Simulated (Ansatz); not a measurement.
# AsH3 (SMILES [AsH3]) at CCSD(T)/cc-pVTZ

Aim: the vertical singlet–triplet gap of AsH3 at CCSD(T)/cc-pVTZ, from 2 runs. 

The calculation is run with Ansatz 0.2.0.

35 further runs of the same task are left out: 1 that didn't finish, 34 set aside as unsound or not needed.

## 1. Starting point

AsH3 has 4 atoms, charge 0, and is taken as a singlet. SMILES: `[AsH3]`. Geometry: relaxed at PBE0-D4/def2-TZVP.

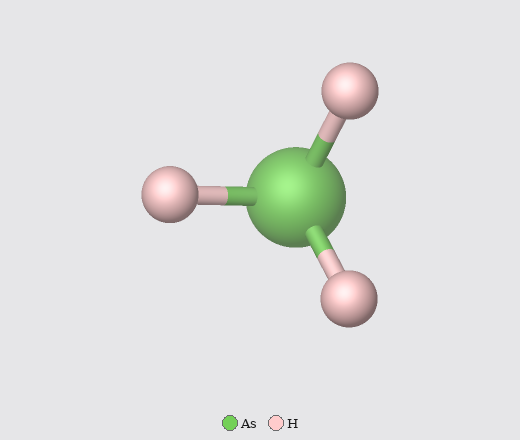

Viewed from a chosen angle; arsenic green, hydrogen pink.

## 2. A single-point energy at CCSD(T)/cc-pVTZ

The input, job.yaml:

```yaml
crystal:
  periodic: [false, false, false]
  atoms:
    - {symbol: As, position_ang: [-0.215800, 0.487600, -0.346000]}
    - {symbol: H, position_ang: [0.349900, 0.630300, 1.059400]}
    - {symbol: H, position_ang: [-1.068000, -0.705500, 0.061100]}
    - {symbol: H, position_ang: [0.933900, -0.412500, -0.774500]}
basis:
  gaussian: {orbitals: cc-pVTZ}
accuracy: high
scf: {omitted_lower_state_checks: [cluster_reference, increment]}
correlation: {method: ccsd_t, frozen_orbitals: {As: 9, H: 0}}
```

The run is started by

```
ansatz run job.yaml --threads 1 --pin off --max-ram 3480MiB --events-out events.jsonl --progress --plain --runs-dir runs
```

The log of the run, shortened:

```text
Warning: RAYON_NUM_THREADS=1 ignored (pool sized by the plan → 1); use --threads N
Functional definition: HF
  name "HF"
[...]
1362 factors; integrals over basis functions are off by at most 4.0e-9 eV
[...]
mean field -60843.93543168 eV, -2235.9733856134 hartree, gradient 8.7e-8 eV, S^2 0.000000; 0 other end points of the search recorded, 0 dependent functions left out
9 core orbitals not correlated: weight in the atoms' cores, before any rotation towards them, 1.000 or more for the frozen orbitals, at most 0.000 for the correlated occupied ones
reference -60843.93543168 eV, -2235.9733856134 hartree; 9, 9 occupied and 67, 67 virtual orbitals, 1362 factors
second order -6.30525623 eV of doubles, -0.00000000 eV of singles
cycle   1  -6.65610305 eV  change   -3.5e-1 eV  update   6.4e-2
[...]
cycle  18  -6.93203327 eV  change    1.5e-9 eV  update   2.1e-9
perturbative correction -0.24790800 eV, -0.0091104509 hartree
Total energy: -60851.11537295 eV, -2236.2372435884 hartree
Checks for a lower state left out: cluster_reference, increment
```

Wall time 18 s (1 thread of Intel Xeon Platinum 8175M at 2.50GHz (Skylake/Cascade Lake), shared host); peak memory 0.41 GiB.

## 3. The triplet at the same level

The input, input.yaml:

```yaml
crystal:
  periodic: [false, false, false]
  atoms:
    - {symbol: As, position_ang: [-0.215800, 0.487600, -0.346000]}
    - {symbol: H, position_ang: [0.349900, 0.630300, 1.059400]}
    - {symbol: H, position_ang: [-1.068000, -0.705500, 0.061100]}
    - {symbol: H, position_ang: [0.933900, -0.412500, -0.774500]}
basis:
  gaussian:
    orbitals: cc-pVTZ
correlation:
  method: ccsd_t
  frozen_orbitals: {As: 9, H: 0}
accuracy: high
magnetization:
  spin_polarized: true
  initial_magnetization: 2
scf:
  omitted_lower_state_checks: [cluster_reference, increment]
```

The run is started by

```
ansatz run input.yaml --threads 1 --pin off --max-ram 3480MiB --events-out events.jsonl --progress --plain --runs-dir runs
```

The log of the run, shortened:

```text
Warning: RAYON_NUM_THREADS=1 ignored (pool sized by the plan → 1); use --threads N
[... 2 set-up lines as earlier in the session ...]
[...]
1362 factors; integrals over basis functions are off by at most 4.0e-9 eV
[...]
mean field -60838.48758453 eV, -2235.7731809237 hartree, gradient 4.5e-8 eV, S^2 2.018248; 11 other end points of the search recorded, 0 dependent functions left out
9 core orbitals not correlated: weight in the atoms' cores, before any rotation towards them, 1.000 or more for the frozen orbitals, at most 0.000 for the correlated occupied ones
reference -60838.48758453 eV, -2235.7731809237 hartree; 10, 8 occupied and 66, 68 virtual orbitals, 1362 factors
second order -5.66908887 eV of doubles, -0.00000000 eV of singles
cycle   1  -6.04308825 eV  change   -3.7e-1 eV  update   6.5e-2
[...]
cycle  32  -6.34520444 eV  change   -1.6e-9 eV  update   2.1e-9
perturbative correction -0.22965782 eV, -0.0084397692 hartree
Total energy: -60845.06244680 eV, -2236.0148026552 hartree
Checks for a lower state left out: cluster_reference, increment
```

Wall time 72 s (1 thread of Intel Xeon Platinum 8175M at 2.50GHz (Skylake/Cascade Lake), shared host); peak memory 0.74 GiB.

## 4. Summary of results

At CCSD(T)/cc-pVTZ, 9 core orbitals frozen:

| quantity | value |
| --- | --- |
| singlet: total energy | -2236.23724 Eh |
| singlet: correlation energy (9 core orbitals frozen) | -263.9 mEh |
| singlet: (T) correction | -9.11 mEh |
| singlet: T1 diagnostic | 0.011 |
| triplet: total energy | -2236.01480 Eh |
| triplet: correlation energy (9 core orbitals frozen) | -241.6 mEh |
| triplet: (T) correction | -8.44 mEh |
| triplet: ⟨S²⟩ of the reference determinant | 2.018 |
| triplet: T1 diagnostic | 0.014 |
| vertical energy of the triplet above the singlet | 6.053 eV |

What this shows: At this shape the triplet lies 6.05 eV (584 kJ/mol) above the singlet. The triples (singlet) make up 3.5 % of the correlation energy. The triples (triplet) make up 3.5 % of the correlation energy.
